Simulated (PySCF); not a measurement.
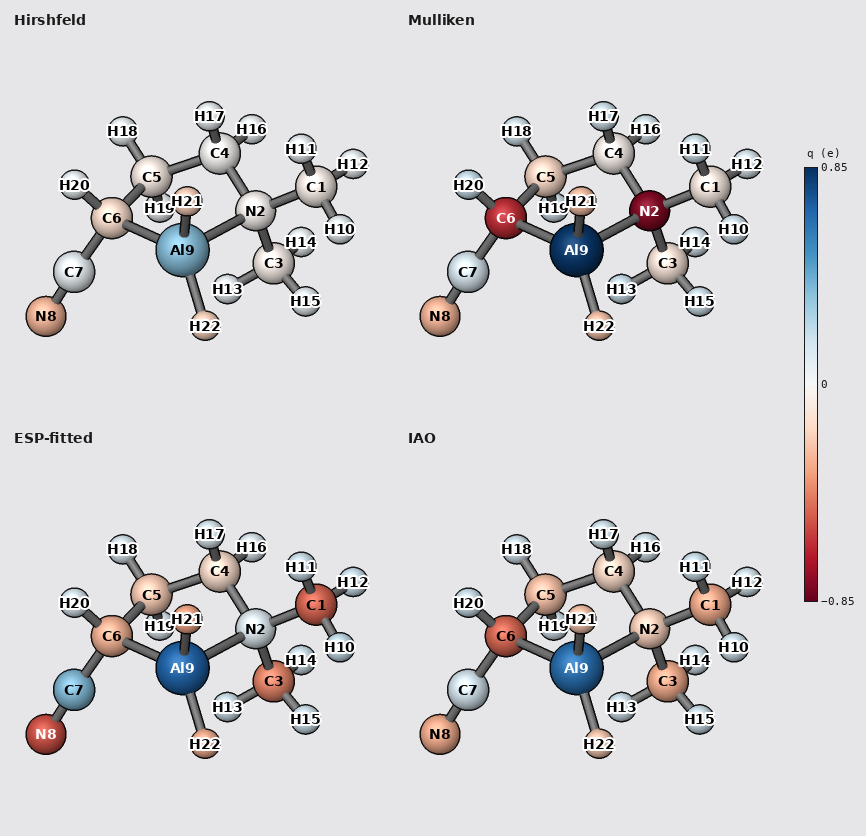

Atomic charges of one calculation by 4 schemes, on one colour scale. The computed structure is the end point of a GFN2-xTB optimisation. No frequency run is at hand to confirm it as a minimum. Computed with PBE0/pcSseg-1 (PySCF 2.14.0).

> On which atom do the schemes disagree most?

On N2 (from −0.79 to 0.09 e).

List the charges (e), one line for each set of equivalent atoms.

```json
{"atom": "C1", "Hirshfeld": "−0.05", "Mulliken": "−0.07", "ESP-fitted": "−0.49", "IAO": "−0.31"}
{"atom": "N2", "Hirshfeld": "−0.02", "Mulliken": "−0.79", "ESP-fitted": "0.09", "IAO": "−0.19"}
{"atom": "C3", "Hirshfeld": "−0.05", "Mulliken": "−0.09", "ESP-fitted": "−0.41", "IAO": "−0.31"}
{"atom": "C4", "Hirshfeld": "−0.01", "Mulliken": "−0.04", "ESP-fitted": "−0.14", "IAO": "−0.16"}
{"atom": "C5", "Hirshfeld": "−0.06", "Mulliken": "−0.16", "ESP-fitted": "−0.21", "IAO": "−0.24"}
{"atom": "C6", "Hirshfeld": "−0.15", "Mulliken": "−0.63", "ESP-fitted": "−0.29", "IAO": "−0.49"}
{"atom": "C7", "Hirshfeld": "0.06", "Mulliken": "0.12", "ESP-fitted": "0.37", "IAO": "0.14"}
{"atom": "N8", "Hirshfeld": "−0.27", "Mulliken": "−0.28", "ESP-fitted": "−0.54", "IAO": "−0.31"}
{"atom": "Al9", "Hirshfeld": "0.36", "Mulliken": "0.83", "ESP-fitted": "0.68", "IAO": "0.64"}
{"atom": "H10", "Hirshfeld": "0.06", "Mulliken": "0.15", "ESP-fitted": "0.19", "IAO": "0.16"}
{"atom": "H11", "Hirshfeld": "0.06", "Mulliken": "0.15", "ESP-fitted": "0.17", "IAO": "0.16"}
{"atom": "H12", "Hirshfeld": "0.05", "Mulliken": "0.12", "ESP-fitted": "0.17", "IAO": "0.14"}
{"atom": "H13", "Hirshfeld": "0.06", "Mulliken": "0.17", "ESP-fitted": "0.17", "IAO": "0.16"}
{"atom": "H14", "Hirshfeld": "0.05", "Mulliken": "0.12", "ESP-fitted": "0.16", "IAO": "0.14"}
{"atom": "H15", "Hirshfeld": "0.06", "Mulliken": "0.15", "ESP-fitted": "0.16", "IAO": "0.16"}
{"atom": "H16", "Hirshfeld": "0.05", "Mulliken": "0.13", "ESP-fitted": "0.10", "IAO": "0.13"}
{"atom": "H17", "Hirshfeld": "0.05", "Mulliken": "0.15", "ESP-fitted": "0.12", "IAO": "0.15"}
{"atom": "H18", "Hirshfeld": "0.05", "Mulliken": "0.14", "ESP-fitted": "0.12", "IAO": "0.15"}
{"atom": "H19", "Hirshfeld": "0.04", "Mulliken": "0.14", "ESP-fitted": "0.11", "IAO": "0.14"}
{"atom": "H20", "Hirshfeld": "0.05", "Mulliken": "0.18", "ESP-fitted": "0.11", "IAO": "0.17"}
{"atom": "H21", "Hirshfeld": "−0.19", "Mulliken": "−0.25", "ESP-fitted": "−0.33", "IAO": "−0.23"}
{"atom": "H22", "Hirshfeld": "−0.18", "Mulliken": "−0.23", "ESP-fitted": "−0.30", "IAO": "−0.22"}
```

The geometry is semi-empirical. Around Al such bond lengths and angles can be off by a tenth of an ångström or more and by several degrees, and values that hang on the shape move with them.
